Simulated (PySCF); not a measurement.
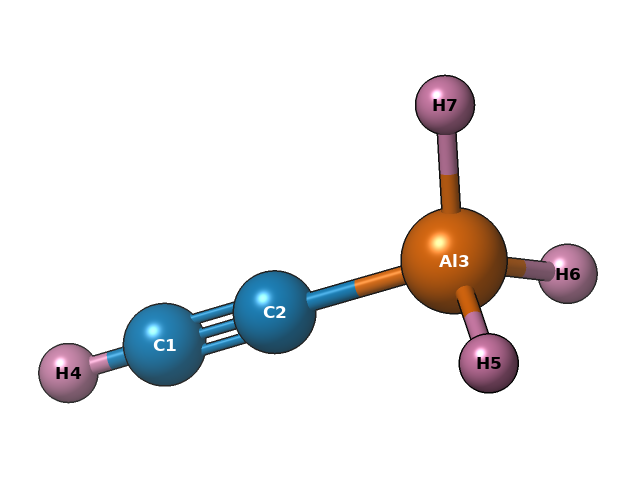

The species has charge −1 and is a spin singlet. Computed geometry: PBE0-D3(BJ)/def2-SVP optimisation. No frequency run is at hand to confirm it as a minimum. Level of theory: delta-SCF UKS SCAN, pcX-2 on the ionised atom, pcseg-1 elsewhere, spin-free X2C (PySCF 2.14.0).

Give the core-electron binding energies (to vacuum; p and d levels without spin–orbit splitting) of C1 1s, C2 1s, Al3 1s, Al3 2p.

```tsv
atom	level	binding energy (eV)
C1	1s	285.2
C2	1s	285.0
Al3	1s	1560.3
Al3	2p	74.0
```
